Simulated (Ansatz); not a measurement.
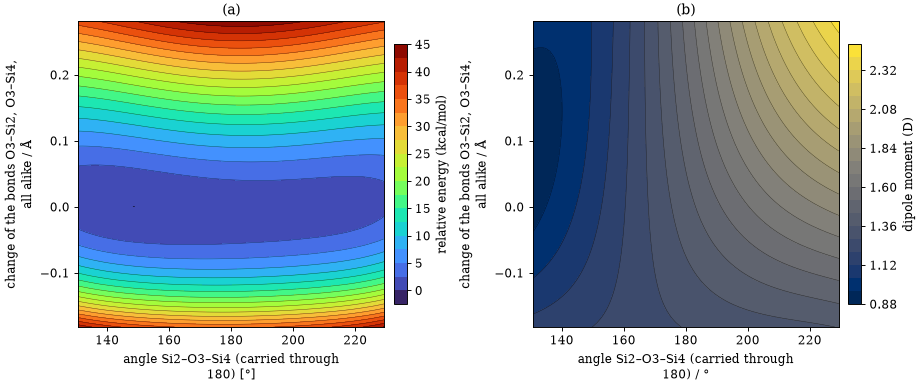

FH₄OSi₂, SMILES F[SiH2]O[SiH2], spin multiplicity 2. Coordinates scanned: (1) angle Si2–O3–Si4 (carried through 180); (2) change of the bonds O3–Si2, O3–Si4, all alike. Nothing is relaxed (all other coordinates rigid). Grid: 11 × 11 points. Points are written as (first, second). Energies: kcal/mol, counted from the relaxed molecule at the same level. These are results of UKS PBE0-D4/def2-SVP in Ansatz 0.2.0, not measurements.

Panel (a) is the energy and panel (b) the computed dipole moment on the same grid.

In the figure: filled contours. Between grid points the surface is interpolated.

### How does the dipole moment vary over the map, and what is it at the lowest grid point?

Leaving out the highest fifth of the energies, it runs from 0.90 D at (130.6°, 0.096 Å) to 2.34 D at (229.4°, 0.235 Å). At the lowest grid point, (150.4°, 0.003 Å), it is 1.09 D.
